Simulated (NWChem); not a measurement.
# C2H5BO (SMILES B1CCO1): levels of theory compared

We compute a comparison of 6 runs (HF/STO-3G, HF/3-21G, B3LYP/6-31G*, B3LYP/def2-SVP, M06-2X/def2-SVP, PBE0/def2-SVP) of C2H5BO. 

Program for the calculation: NWChem 7.3.0.

### 1 The molecule

The species is C2H5BO (9 atoms), meant as a singlet with charge 0. As SMILES, `B1CCO1`. The coordinates come from a PBE0-D4/def2-TZVP relaxation.

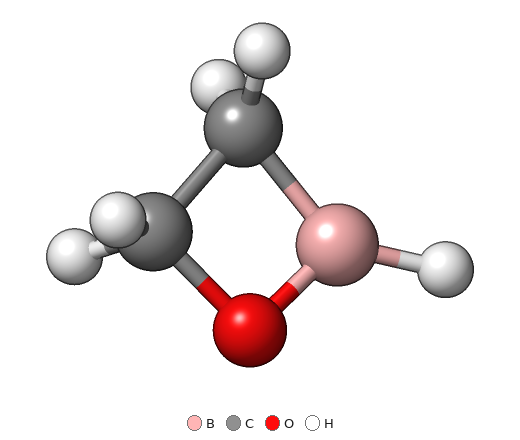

The structure, seen from a chosen angle (boron pink, carbon grey, oxygen red, hydrogen white).

### 2 Energy and gradient at HF/STO-3G (run 1)

a.xyz

```xyz
9
C2H5BO hf
B     -0.402600     0.301700    -1.082000
C      0.506000     0.617000     0.171000
C     -0.098600    -0.719600     0.617700
O     -0.884800    -0.878500    -0.596200
H     -0.697000     0.772800    -2.139500
H      0.236300     1.479000     0.782200
H      1.586200     0.614100     0.021000
H     -0.757600    -0.681300     1.487200
H      0.600600    -1.551500     0.721500
```

a.nw

```
start a
title "C2H5BO hf"
memory stack 880 mb heap 220 mb global 1100 mb
geometry noautosym nocenter noautoz
  load format xyz a.xyz
end
basis spherical bse
  * library STO-3G
end
scf
  thresh 1e-08
  maxiter 80
  print medium
end
task scf gradient
```

The run is started by

```console
$ nwchem a.nw > a.out
```

The program printed:

```text
[...]
  functions       =    25
[...]
  wavefunction    = RHF
[...]
         Total SCF energy =   -175.967418444051
      One-electron energy =   -461.560651486061
      Two-electron energy =    173.880217383106
 Nuclear repulsion energy =    111.713015658904
        Time for solution =      1.0s
[...]
                         RHF ENERGY GRADIENTS
    atom               coordinates                        gradient
                 x          y          z           x          y          z
   1 B      -0.760804   0.570130  -2.044684    0.015046  -0.002931   0.030049
   2 C       0.956201   1.165961   0.323143   -0.006616  -0.016481   0.006937
   3 C      -0.186327  -1.359847   1.167284    0.006420   0.020749  -0.012209
   4 O      -1.672030  -1.660124  -1.126655   -0.009004  -0.017271   0.003645
   5 H      -1.317139   1.460380  -4.043069   -0.007198   0.006890  -0.020602
   6 H       0.446542   2.794905   1.478144   -0.000493   0.006211   0.002123
   7 H       2.997483   1.160481   0.039684    0.006066   0.002019  -0.001579
   8 H      -1.431656  -1.287470   2.810400   -0.001600   0.000069  -0.004467
   9 H       1.134969  -2.931910   1.363437   -0.002622   0.000745  -0.003897
[...]
```

It took 2.3 s on 1 thread of Intel Xeon 6975P-C (Granite Rapids), shared host; peak memory 0.098 GiB.

### 3 Energy and forces at HF/3-21G (run 2)

run.py

```python
from ase import Atoms
from ase.calculators.nwchem import NWChem

molecule = Atoms(['B', 'C', 'C', 'O', 'H', 'H', 'H', 'H', 'H'], positions=[
    [-0.402600, 0.301700, -1.082000],
    [0.506000, 0.617000, 0.171000],
    [-0.098600, -0.719600, 0.617700],
    [-0.884800, -0.878500, -0.596200],
    [-0.697000, 0.772800, -2.139500],
    [0.236300, 1.479000, 0.782200],
    [1.586200, 0.614100, 0.021000],
    [-0.757600, -0.681300, 1.487200],
    [0.600600, -1.551500, 0.721500],
])

calc = NWChem(
    label='c2h5bo',
    theory='scf',
    memory='2200 mb',
    basis='3-21G',
    basispar='spherical bse',
    scf={'nopen': '0', 'rhf': None, 'thresh': '1e-08', 'maxiter': '80'},
)
molecule.calc = calc

forces = molecule.get_forces()
print("Total energy (eV):", round(molecule.get_potential_energy(), 6))
print("forces (eV/A):")
for s, f in zip(molecule.symbols, forces):
    print(f"{s:2s} {f[0]:10.5f} {f[1]:10.5f} {f[2]:10.5f}")
print("dipole (e A):", molecule.get_dipole_moment().round(4))
```

The run is started by

```console
$ export ASE_NWCHEM_COMMAND="nwchem PREFIX.nwi > PREFIX.nwo"
$ python run.py
```

The program printed:

```text
Total energy (eV): -4822.044057
forces (eV/A):
B    -0.21381    1.31049   -1.86986
C     0.58025    0.77308    0.15308
C     0.35142   -1.45262    2.27445
O    -0.70469   -0.70932   -0.44331
H     0.12295   -0.07616    0.30498
H     0.05152   -0.25181   -0.14527
H    -0.28956   -0.03373    0.04721
H     0.34237    0.03384   -0.32499
H    -0.24045    0.40629    0.00370
dipole (e A): [0.2977 0.193  0.3088]
```

The calculator wrote c2h5bo.nwi:

```
title "c2h5bo"

permanent_dir c2h5bo

scratch_dir c2h5bo

start c2h5bo

geometry units angstrom nocenter noautosym noautoz
  B  -4.0260000000000001e-01 3.0170000000000002e-01 -1.0820000000000001e+00
  C  5.0600000000000001e-01 6.1699999999999999e-01 1.7100000000000001e-01
  C  -9.8599999999999993e-02 -7.1960000000000002e-01 6.1770000000000003e-01
  O  -8.8480000000000003e-01 -8.7849999999999995e-01 -5.9619999999999995e-01
  H  -6.9699999999999995e-01 7.7280000000000004e-01 -2.1395000000000000e+00
  H  2.3630000000000001e-01 1.4790000000000001e+00 7.8220000000000001e-01
  H  1.5862000000000001e+00 6.1409999999999998e-01 2.1000000000000001e-02
  H  -7.5760000000000005e-01 -6.8130000000000002e-01 1.4872000000000001e+00
  H  6.0060000000000002e-01 -1.5515000000000001e+00 7.2150000000000003e-01
end

memory 2200 mb

basis spherical bse noprint
   * library 3-21G
end

scf
  nopen 0
  rhf
  thresh 1e-08
  maxiter 80
end

task scf gradient
```

c2h5bo.nwo:

```text
Northwest Computational Chemistry Package (NWChem) 7.3.0
             --------------------------------------------------------

           Job information
           ---------------

    nwchem branch   = 7.3.0
    use scalapack   = T
    input           = c2h5bo.nwi
    prefix          = c2h5bo.
    data base       = c2h5bo/c2h5bo.db
    status          = startup
    nproc           =        1

           Memory information
           ------------------

[... 5 lines left out ...]
    hardfail = no
[... 139 lines left out ...]
         Quadratically convergent ROHF
[... 14 lines left out ...]
       Final RHF  results
[... 4 lines left out ...]
      Two-electron energy =    172.533291237948
[... 34 lines left out ...]
                       ROHF Final Molecular Orbital Analysis
[... 213 lines left out ...]
                 ----------------------------------------
                 |  Time  |  1-e(secs)   |  2-e(secs)   |
                 ----------------------------------------
                 |  CPU   |       0.00   |       0.21   |
                 ----------------------------------------
                 |  WALL  |       0.00   |       0.21   |
                 ----------------------------------------

 Task  times  cpu:        1.3s     wall:        1.3s
 Total times  cpu:        1.3s     wall:        1.3s
```

Wall time 2.8 s (1 thread of Intel Xeon 6975P-C (Granite Rapids), shared host); peak memory 0.097 GiB.

Runs 3 to 4 aren't shown in full; the table further down has their settings and results.

### 4 Energy and forces at M06-2X/def2-SVP (run 5)

calc.nw

```
start calc
memory 2200 mb
geometry noautosym nocenter noautoz
   B     -0.402600     0.301700    -1.082000
   C      0.506000     0.617000     0.171000
   C     -0.098600    -0.719600     0.617700
   O     -0.884800    -0.878500    -0.596200
   H     -0.697000     0.772800    -2.139500
   H      0.236300     1.479000     0.782200
   H      1.586200     0.614100     0.021000
   H     -0.757600    -0.681300     1.487200
   H      0.600600    -1.551500     0.721500
end
basis spherical bse
   * library def2-SVP
end
dft
   xc m06-2x
   grid xfine
   convergence energy 1e-08
   iterations 100
   mulliken
   noprint "final vectors analysis"
end
task dft gradient
```

The run is started by

```console
$ nwchem calc.nw > calc.out
```

The program printed:

```text
[...]
          Wavefunction type:  closed shell.
          No. of atoms     :     9
          No. of electrons :    30
[...]
          Charge           :     0
          Spin multiplicity:     1
[...]
          AO basis - number of functions:    81
[...]
              XC Information
              --------------
                       M06-2X Method XC Functional
                     Hartree-Fock (Exact) Exchange  0.540
                        M06-2X Exchange Functional  1.000
                      M06-2X Correlation Potential  1.000
[...]
 d= 0,ls=0.0,diis     1   -179.0222755683 -2.91D+02  1.00D-02  4.47D-01     4.0
[...]
 d= 0,ls=0.0,diis    10   -179.0856083874 -1.00D-09  5.04D-07  3.96D-10    34.5
         Total DFT energy =     -179.085608387418
      One electron energy =     -463.027565687062
           Coulomb energy =      197.527197692576
    Exchange-Corr. energy =      -25.298256051836
 Nuclear repulsion energy =      111.713015658904
[...]
      Total Density - Mulliken Population Analysis
     ---------------------------------------------
    Atom       Charge   Shell Charges
 -----------   ------   -------------------------------------------------------
    1 B    5     4.84   1.99  0.80  0.15  1.51  0.25  0.13
    2 C    6     6.24   1.99  0.87  0.27  2.14  0.95  0.02
    3 C    6     5.86   1.99  0.90  0.17  2.03  0.71  0.06
    4 O    8     8.27   1.99  1.08  0.68  2.85  1.65  0.02
    5 H    1     1.04   0.76  0.27  0.01
    6 H    1     0.93   0.73  0.18  0.02
    7 H    1     0.93   0.73  0.18  0.02
    8 H    1     0.95   0.76  0.17  0.02
    9 H    1     0.95   0.76  0.17  0.02
[...]
  wavefunction    = closed shell
[...]
```

It took 46 s on 1 thread of Intel Xeon 6975P-C (Granite Rapids), shared host; peak memory 0.14 GiB.

### 5 Energy and gradient at PBE0/def2-SVP (run 6)

geom.xyz

```xyz
9
C2H5BO PBE0
B     -0.402600     0.301700    -1.082000
C      0.506000     0.617000     0.171000
C     -0.098600    -0.719600     0.617700
O     -0.884800    -0.878500    -0.596200
H     -0.697000     0.772800    -2.139500
H      0.236300     1.479000     0.782200
H      1.586200     0.614100     0.021000
H     -0.757600    -0.681300     1.487200
H      0.600600    -1.551500     0.721500
```

geom.nw

```
start geom
title "C2H5BO PBE0"
memory stack 880 mb heap 220 mb global 1100 mb
charge 0

geometry units angstrom noautosym nocenter noautoz
   load format xyz geom.xyz
end

basis spherical bse
   * library def2-SVP
end

dft
   xc pbe0
   grid xfine
   convergence energy 1e-08
   iterations 100
   mulliken
end

task dft gradient
```

The run is started by

```console
$ nwchem geom.nw > geom.out
```

The program printed:

```text
[...]
          Wavefunction type:  closed shell.
          No. of atoms     :     9
          No. of electrons :    30
[...]
          Charge           :     0
          Spin multiplicity:     1
[...]
          AO basis - number of functions:    81
[...]
              XC Information
              --------------
                         PBE0 Method XC Functional
                     Hartree-Fock (Exact) Exchange  0.250
          PerdewBurkeErnzerhof Exchange Functional  0.750
            Perdew 1991 LDA Correlation Functional  1.000 local
           PerdewBurkeErnz. Correlation Functional  1.000 non-local
[...]
 d= 0,ls=0.0,diis     1   -178.8918381518 -2.91D+02  1.21D-02  4.99D-01     3.3
[...]
 d= 0,ls=0.0,diis     8   -178.9573029238 -2.80D-09  4.08D-06  2.18D-07    21.3
         Total DFT energy =     -178.957302923838
      One electron energy =     -463.093476947528
           Coulomb energy =      197.588149803090
    Exchange-Corr. energy =      -25.164991438303
 Nuclear repulsion energy =      111.713015658904
[...]
      Total Density - Mulliken Population Analysis
     ---------------------------------------------
    Atom       Charge   Shell Charges
 -----------   ------   -------------------------------------------------------
    1 B    5     4.87   1.99  0.82  0.16  1.53  0.25  0.13
    2 C    6     6.23   1.99  0.88  0.26  2.14  0.94  0.02
    3 C    6     5.86   1.99  0.92  0.15  2.04  0.71  0.06
    4 O    8     8.24   1.99  1.09  0.67  2.85  1.62  0.02
    5 H    1     1.03   0.75  0.27  0.01
    6 H    1     0.93   0.73  0.18  0.03
    7 H    1     0.93   0.73  0.18  0.03
    8 H    1     0.95   0.75  0.17  0.02
    9 H    1     0.95   0.75  0.17  0.02
[...]
  wavefunction    = closed shell
[...]
```

It took 29 s on 1 thread of Intel Xeon 6975P-C (Granite Rapids), shared host; peak memory 0.14 GiB.

### 6 The series

```tsv
run	level	Cartesian functions	iteration cap	energy (Eh)	dipole moment (D)	HOMO energy (eV)	LUMO energy (eV)	wall time
1	HF/STO-3G	no	80	-175.967418	1.27	-10.05	8.11	2.3 s
2	HF/3-21G	no	80	-177.206852	2.26	-11.76	4.13	2.8 s
3	B3LYP/6-31G* (Cartesian functions)	yes	100	-179.305262	1.76	-7.87	0.18	27 s
4	B3LYP/def2-SVP	no	100	-179.173119	1.78	-8.05	-0.13	29 s
5	M06-2X/def2-SVP	no	100	-179.085608	1.80	–	–	46 s
6	PBE0/def2-SVP	no	100	-178.957303	1.81	-8.30	0.09	29 s
```

### 7 Outcome

```
                       quantity          value
            run 6: total energy  -178.95730 Eh
           run 6: dipole moment         1.81 D
             run 6: HOMO energy       -8.30 eV
             run 6: LUMO energy        0.09 eV
           run 6: HOMO–LUMO gap        8.39 eV
run 6: largest force on an atom     0.516 eV/Å
```

In words: The dipole moment (its size) runs from 1.27 D (HF/STO-3G) to 2.26 D (HF/3-21G). Over runs 1, 2, 3, 4, 6 the HOMO–LUMO gap runs from 7.93 eV (B3LYP/def2-SVP) to 18.16 eV (HF/STO-3G). The two ends differ in method and basis. Totals of different functionals can't be ranked against each other. In run 1 the basis is minimal, so the values are rough. All runs together took 2.3 min, the longest 46 s.
